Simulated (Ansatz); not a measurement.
**Ta4C3: a one-atom displacement scan**

Aim: for Ta4C3, map the energy as atom 4 (Ta) is pushed off its site.

Computed with Ansatz 0.2.0 (DFT r2SCAN, scalar-relativistic, plane waves, PAW, unless a step's input says otherwise).

**1. The starting structure**

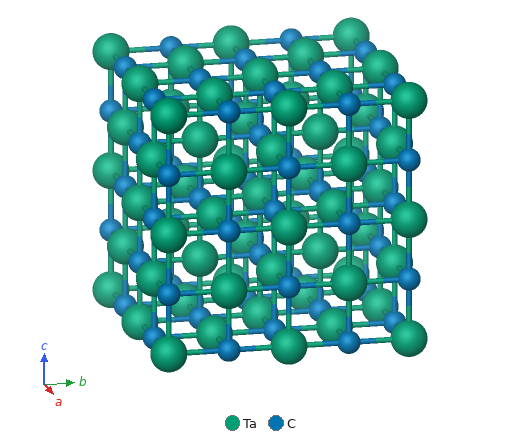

Start, viewed slightly off an axis; tantalum teal, carbon blue. 2×2×2 cells are drawn. Atoms on the faces are drawn again on the opposite ones.

As a file:

```
CELL_PARAMETERS angstrom
4.42479 0.00000 0.00000
0.00000 4.42479 0.00000
0.00000 0.00000 4.42479
ATOMIC_POSITIONS crystal
Ta 0.00000 0.50000 0.50000
Ta 0.50000 0.00000 0.50000
Ta 0.50000 0.50000 0.00000
Ta 0.00000 0.00000 0.00000
C 0.50000 0.00000 0.00000
C 0.00000 0.50000 0.00000
C 0.00000 0.00000 0.50000
```

It goes back to an entry of the Materials Project, which need not be the stable form.

It is the result of an earlier relaxation at this level (volume 12.38 Å³/atom; gap on the mesh: none (metal)).

**2. Zero of energy**

The reference gives a free energy of -40536.0592 eV, pressure 0.03 GPa, largest force 0.000 eV/Å and gap on the mesh none (metal). It was computed beforehand with the settings of the runs below.

**3. The scan: a one-atom displacement scan**

Atom 4 (Ta) is moved by x along the Cartesian unit vector (-1.000, 0.000, 0.000); the cell and all other atoms stay fixed. Forces below are components along that vector, summed over the moved atoms. In a periodic cell its images move with it.

**4. x = -0.600 Å**

input.yaml reads:

```yaml
crystal:
  lattice:
    - [4.4247933841, 0.0, 0.0]
    - [0.0, 4.4247933841, 0.0]
    - [0.0, 0.0, 4.4247933841]
  atoms:
    - { symbol: Ta, position: [0.0, 0.5, 0.5] }
    - { symbol: Ta, position: [0.5, 0.0, 0.5] }
    - { symbol: Ta, position: [0.5, 0.5, 0.0] }
    - { symbol: Ta, position: [0.1355995519, 0.0, 0.0] }
    - { symbol: C, position: [0.5, 0.0, 0.0] }
    - { symbol: C, position: [0.0, 0.5, 0.0] }
    - { symbol: C, position: [0.0, 0.0, 0.5] }
basis:
  ecutwfc: 500
kpoints:
  mp_grid: { grid: [10, 10, 10] }
hamiltonian:
  xc: r2scan
scf:
  occupations: { method: gaussian, width: 0.15 }
output:
  forces: true
  stress: true
  eigenvalues: true
```

On the command line:

```
$ ansatz run input.yaml --threads 2 --pin off --max-ram 5120MiB --backend cpu --events-out ev --progress --plain --runs-dir out
```

Output, cut to the lines that bear on the results:

```text
Warning: RAYON_NUM_THREADS=2 ignored (pool sized by the plan → 2); use --threads N
[...]
Pseudopotentials: kind: paw
Pseudopotential: Ta, paw, valence charge 13, recommended cutoff 500 eV (meta_gga), Ta.paw.azcp
Pseudopotential: C, paw, valence charge 4, recommended cutoff 500 eV (meta_gga), C.paw.azcp
Functional definition: r2SCAN
[...]
Crystal: 7 atoms, lattice volume = 86.632 Å³
Basis set: ecut = 500 eV, 2205 PW (Γ), exchange–correlation on 144×144×144 points (64 copies of the dense FFT grid, shifted against one another)
Bands: 39, of which v1, the nominal top of the filled ones, is band 32 counted from 1 (31 counted from 0)
Symmetry: 8 space group operations
Space group: P4mm (ITA 99), of the structure as read, at distance tolerance 4.4e-5 Å
k-points: 126 of 1000 (time reversal used)
[...]
SCF iter   1: F=—  HF=-40530.835850 eV  |F-HF|=—  |Δ(HF+E_count)|=         —  Δρ=1.18e-2  dr2=1.22e-1  dr2_τ=7.00e-1  ethr=1.77e-3  ⟨swp⟩=6.2  Hψ=19844  notcnv=0
[...]
SCF iter   8: F=-40530.996779 eV  HF=-40530.996779 eV  |F-HF|=2.36e-9  |Δ(HF+E_count)|=   1.41e-7  Δρ=4.87e-6  dr2=2.79e-8  dr2_τ=4.00e-9  ethr=1.56e-10  ⟨swp⟩=10.8  Hψ=22393  notcnv=0
[...]
SCF converged after 8 iterations
Free energy (F): -40530.996779 eV
[...]
E sigma→0 (E₀):  -40530.981721 eV
Entropy (-TS):   -0.030117 eV (-4.302 meV/atom)
Fermi energy:    18.557239 eV
[...]
--- Forces (eV/Å), atoms counted from 1 ---
  atom   1  Ta     0.10043787    -0.00000000     0.00000000
  atom   2  Ta     3.06530186     0.00000000     0.00000000
  atom   3  Ta     3.06530186     0.00000000     0.00000000
  atom   4  Ta   -24.41617862    -0.00000000     0.00000000
  atom   5  C     16.57945955    -0.00000000     0.00000000
  atom   6  C      0.80284675     0.00000000     0.00000000
  atom   7  C      0.80284675     0.00000000     0.00000000
[...]
--- Stress (GPa, compression-positive) ---
       60.386422       0.000000       0.000000
        0.000000       9.256533       0.000000
        0.000000       0.000000       9.256533
  P = ⅓ Tr σ = 26.2998 GPa (262.998 kbar)
--- Band table (eV; the first three rows and the last of 126) ---
[...]
```

It took 27 s on 2 threads of Oxide Virtual Turin-like (Zen 5), shared host; peak memory 0.78 GiB.

**5. x = 0.400 Å**

Edit input.yaml of step 4 so:

```diff
@@ -9,3 +9,3 @@
     - { symbol: Ta, position: [0.5, 0.5, 0.0] }
-    - { symbol: Ta, position: [0.1355995519, 0.0, 0.0] }
+    - { symbol: Ta, position: [-0.0903997012, 0.0, 0.0] }
     - { symbol: C, position: [0.5, 0.0, 0.0] }
```

On the command line:

```
$ ansatz run input.yaml --threads 2 --pin off --max-ram 5120MiB --backend cpu --events-out ev --progress --plain --runs-dir out
```

Output, cut to the lines that bear on the results:

```text
[...]
SCF converged after 8 iterations
Free energy (F): -40534.358911 eV
[...]
E sigma→0 (E₀):  -40534.342463 eV
Entropy (-TS):   -0.032895 eV (-4.699 meV/atom)
Fermi energy:    18.704227 eV
[...]
--- Forces (eV/Å), atoms counted from 1 ---
  atom   1  Ta    -0.06425340     0.00000000     0.00000000
  atom   2  Ta    -1.71772386     0.00000000     0.00000000
  atom   3  Ta    -1.71772386    -0.00000000     0.00000000
  atom   4  Ta    10.67463433     0.00000000     0.00000000
  atom   5  C     -5.95193209     0.00000000     0.00000000
  atom   6  C     -0.61149121    -0.00000000     0.00000000
  atom   7  C     -0.61149121     0.00000000     0.00000000
[...]
--- Stress (GPa, compression-positive) ---
       25.790622      -0.000000       0.000000
       -0.000000       2.937026       0.000000
        0.000000       0.000000       2.937026
  P = ⅓ Tr σ = 10.5549 GPa (105.549 kbar)
--- Band table (eV; the first three rows and the last of 126) ---
[...]
```

It took 28 s on 2 threads of Oxide Virtual Turin-like (Zen 5), shared host; peak memory 0.78 GiB.

**6. Point x = -0.200 Å**

Edit input.yaml of step 5 so:

```diff
@@ -9,3 +9,3 @@
     - { symbol: Ta, position: [0.5, 0.5, 0.0] }
-    - { symbol: Ta, position: [-0.0903997012, 0.0, 0.0] }
+    - { symbol: Ta, position: [0.0451998506, 0.0, 0.0] }
     - { symbol: C, position: [0.5, 0.0, 0.0] }
```

On the command line:

```
$ ansatz run input.yaml --threads 2 --pin off --max-ram 5120MiB --backend cpu --events-out ev --progress --plain --runs-dir out
```

Output, cut to the lines that bear on the results:

```text
Warning: RAYON_NUM_THREADS=2 ignored (pool sized by the plan → 2); use --threads N
[...]
Pseudopotentials: kind: paw
Pseudopotential: Ta, paw, valence charge 13, recommended cutoff 500 eV (meta_gga), Ta.paw.azcp
Pseudopotential: C, paw, valence charge 4, recommended cutoff 500 eV (meta_gga), C.paw.azcp
Functional definition: r2SCAN
[...]
Crystal: 7 atoms, lattice volume = 86.632 Å³
Basis set: ecut = 500 eV, 2205 PW (Γ), exchange–correlation on 144×144×144 points (64 copies of the dense FFT grid, shifted against one another)
Bands: 39, of which v1, the nominal top of the filled ones, is band 32 counted from 1 (31 counted from 0)
Symmetry: 8 space group operations
Space group: P4mm (ITA 99), of the structure as read, at distance tolerance 4.4e-5 Å
k-points: 126 of 1000 (time reversal used)
[...]
SCF converged after 8 iterations
Free energy (F): -40535.714963 eV
[...]
E sigma→0 (E₀):  -40535.698078 eV
Entropy (-TS):   -0.033771 eV (-4.824 meV/atom)
Fermi energy:    18.814473 eV
[...]
--- Forces (eV/Å), atoms counted from 1 ---
  atom   1  Ta     0.01710930     0.00000000     0.00000000
  atom   2  Ta     0.72751145    -0.00000000     0.00000000
  atom   3  Ta     0.72751145     0.00000000     0.00000000
  atom   4  Ta    -3.70727051     0.00000000     0.00000000
  atom   5  C      1.65307786    -0.00000000     0.00000000
  atom   6  C      0.29101349     0.00000000     0.00000000
  atom   7  C      0.29101349     0.00000000     0.00000000
[...]
--- Stress (GPa, compression-positive) ---
        6.417638       0.000000       0.000000
        0.000000       0.504219       0.000000
        0.000000       0.000000       0.504219
  P = ⅓ Tr σ = 2.4754 GPa (24.754 kbar)
--- Band table (eV; the first three rows and the last of 126) ---
[...]
```

Run time: 32 s. Hardware: 2 threads of Oxide Virtual Turin-like (Zen 5), shared host; peak memory 0.79 GiB.

**7. x = 0.500 Å**

Edit input.yaml of step 6 so:

```diff
@@ -9,3 +9,3 @@
     - { symbol: Ta, position: [0.5, 0.5, 0.0] }
-    - { symbol: Ta, position: [0.0451998506, 0.0, 0.0] }
+    - { symbol: Ta, position: [-0.1129996266, 0.0, 0.0] }
     - { symbol: C, position: [0.5, 0.0, 0.0] }
```

On the command line:

```
$ ansatz run input.yaml --threads 2 --pin off --max-ram 5120MiB --backend cpu --events-out ev --progress --plain --runs-dir out
```

Output, cut to the lines that bear on the results:

```text
[...]
SCF converged after 8 iterations
Free energy (F): -40533.018462 eV
[...]
E sigma→0 (E₀):  -40533.002234 eV
Entropy (-TS):   -0.032456 eV (-4.637 meV/atom)
Fermi energy:    18.639702 eV
[...]
--- Forces (eV/Å), atoms counted from 1 ---
  atom   1  Ta    -0.07545616     0.00000000     0.00000000
  atom   2  Ta    -2.35176932     0.00000000     0.00000000
  atom   3  Ta    -2.35176932    -0.00000000     0.00000000
  atom   4  Ta    16.44710633     0.00000000     0.00000000
  atom   5  C    -10.17233726     0.00000000     0.00000000
  atom   6  C     -0.74788687    -0.00000000     0.00000000
  atom   7  C     -0.74788687     0.00000000     0.00000000
[...]
--- Stress (GPa, compression-positive) ---
       40.842916      -0.000000       0.000000
        0.000000       5.548810       0.000000
        0.000000       0.000000       5.548810
  P = ⅓ Tr σ = 17.3135 GPa (173.135 kbar)
--- Band table (eV; the first three rows and the last of 126) ---
[...]
```

It took 31 s on 2 threads of Oxide Virtual Turin-like (Zen 5), shared host; peak memory 0.79 GiB.

**8. Point x = 0.300 Å**

Edit input.yaml of step 7 so:

```diff
@@ -9,3 +9,3 @@
     - { symbol: Ta, position: [0.5, 0.5, 0.0] }
-    - { symbol: Ta, position: [-0.1129996266, 0.0, 0.0] }
+    - { symbol: Ta, position: [-0.0677997759, 0.0, 0.0] }
     - { symbol: C, position: [0.5, 0.0, 0.0] }
```

On the command line:

```
$ ansatz run input.yaml --threads 2 --pin off --max-ram 5120MiB --backend cpu --events-out ev --progress --plain --runs-dir out
```

Output, cut to the lines that bear on the results:

```text
[...]
SCF converged after 8 iterations
Free energy (F): -40535.209276 eV
[...]
E sigma→0 (E₀):  -40535.192766 eV
Entropy (-TS):   -0.033019 eV (-4.717 meV/atom)
Fermi energy:    18.764706 eV
[...]
--- Forces (eV/Å), atoms counted from 1 ---
  atom   1  Ta    -0.04346877    -0.00000000     0.00000000
  atom   2  Ta    -1.17767140     0.00000000     0.00000000
  atom   3  Ta    -1.17767140    -0.00000000     0.00000000
  atom   4  Ta     6.57571577     0.00000000     0.00000000
  atom   5  C     -3.27898309     0.00000000     0.00000000
  atom   6  C     -0.44893535    -0.00000000     0.00000000
  atom   7  C     -0.44893535     0.00000000     0.00000000
[...]
--- Stress (GPa, compression-positive) ---
       14.464962       0.000000       0.000000
        0.000000       1.334345       0.000000
        0.000000       0.000000       1.334345
  P = ⅓ Tr σ = 5.7112 GPa (57.112 kbar)
--- Band table (eV; the first three rows and the last of 126) ---
[...]
```

Wall time 27 s (2 threads of Oxide Virtual Turin-like (Zen 5), shared host); peak memory 0.79 GiB.

**9. x = 0.100 Å**

Edit input.yaml of step 8 so:

```diff
@@ -9,3 +9,3 @@
     - { symbol: Ta, position: [0.5, 0.5, 0.0] }
-    - { symbol: Ta, position: [-0.0677997759, 0.0, 0.0] }
+    - { symbol: Ta, position: [-0.0225999253, 0.0, 0.0] }
     - { symbol: C, position: [0.5, 0.0, 0.0] }
```

On the command line:

```
$ ansatz run input.yaml --threads 2 --pin off --max-ram 5120MiB --backend cpu --events-out ev --progress --plain --runs-dir out
```

Output, cut to the lines that bear on the results:

```text
Warning: RAYON_NUM_THREADS=2 ignored (pool sized by the plan → 2); use --threads N
[...]
Pseudopotentials: kind: paw
Pseudopotential: Ta, paw, valence charge 13, recommended cutoff 500 eV (meta_gga), Ta.paw.azcp
Pseudopotential: C, paw, valence charge 4, recommended cutoff 500 eV (meta_gga), C.paw.azcp
Functional definition: r2SCAN
[...]
Crystal: 7 atoms, lattice volume = 86.632 Å³
Basis set: ecut = 500 eV, 2205 PW (Γ), exchange–correlation on 144×144×144 points (64 copies of the dense FFT grid, shifted against one another)
Bands: 39, of which v1, the nominal top of the filled ones, is band 32 counted from 1 (31 counted from 0)
Symmetry: 8 space group operations
Space group: P4mm (ITA 99), of the structure as read, at distance tolerance 4.4e-5 Å
k-points: 126 of 1000 (time reversal used)
[...]
SCF converged after 7 iterations
Free energy (F): -40535.977978 eV
[...]
E sigma→0 (E₀):  -40535.959786 eV
Entropy (-TS):   -0.036383 eV (-5.198 meV/atom)
Fermi energy:    18.842200 eV
[...]
--- Forces (eV/Å), atoms counted from 1 ---
  atom   1  Ta    -0.00205205    -0.00000000     0.00000000
  atom   2  Ta    -0.34348928     0.00000000     0.00000000
  atom   3  Ta    -0.34348928    -0.00000000     0.00000000
  atom   4  Ta     1.65472061     0.00000000     0.00000000
  atom   5  C     -0.67832492     0.00000000     0.00000000
  atom   6  C     -0.14368492    -0.00000000     0.00000000
  atom   7  C     -0.14368492     0.00000000     0.00000000
[...]
--- Stress (GPa, compression-positive) ---
        1.612422       0.000000       0.000000
        0.000000       0.133329       0.000000
        0.000000       0.000000       0.133329
  P = ⅓ Tr σ = 0.6264 GPa (6.264 kbar)
--- Band table (eV; the first three rows and the last of 126) ---
[...]
```

Run time: 27 s. Hardware: 2 threads of Oxide Virtual Turin-like (Zen 5), shared host; peak memory 0.8 GiB.

**10. The scan collected**

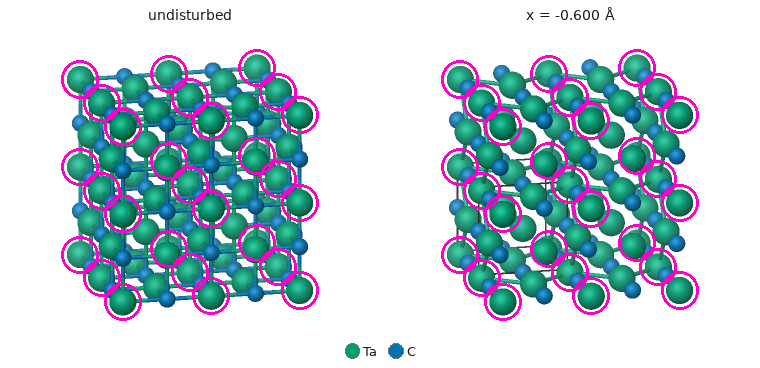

The undisturbed cell and the costliest point of the scan, at one scale, with neighbouring cells. Atom 4 and its images are ringed.

All points in order; energies are free energies above the reference cell:

| x (Å) | ΔE (meV/cell) | force on the moved atoms (eV/Å) | pressure (GPa) |
| --- | --- | --- | --- |
| -0.600 | 5062.4 | 24.416 | 26.3 |
| -0.200 | 344.2 | 3.707 | 2.5 |
| 0.000 | 0.0 | 0.000 | 0.0 |
| 0.100 | 81.2 | -1.655 | 0.6 |
| 0.300 | 849.9 | -6.576 | 5.7 |
| 0.400 | 1700.3 | -10.675 | 10.6 |
| 0.500 | 3040.7 | -16.447 | 17.3 |

Not run, since symmetry makes them alike: 0.600 repeats -0.600, -0.400 repeats 0.400, 0.200 repeats -0.200. Energy, pressure and gap are the same there.

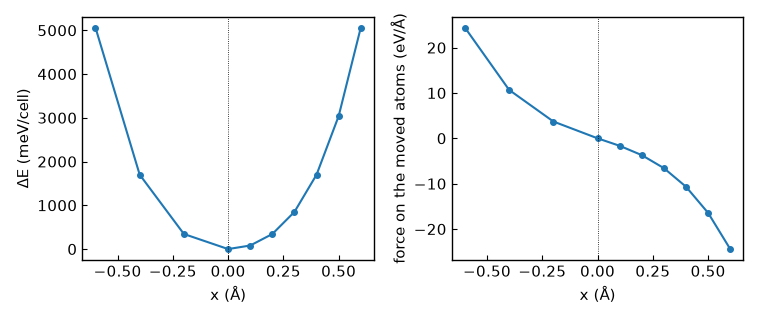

ΔE and force on the moved atoms along the scan; points alike by symmetry are filled in.

**11. Outcome**

| quantity | value |
| --- | --- |
| force constant along x, from the points at -0.200, 0 and 0.100 Å | 17.21 eV/Å² |

In words: The restoring force grows by 17.21 eV/Å per Å near the site; for the mass of Ta against a rigid frame that is a vibration of about 161 cm⁻¹. The step of 0.20 Å is wide, so anharmonic terms mix in. The undisturbed cell stays the lowest of the sampled points. Spin-orbit coupling is left out for Ta. Where forces pass 15 eV/Å atoms stand far too close, the PAW spheres overlap strongly and those numbers are rough.
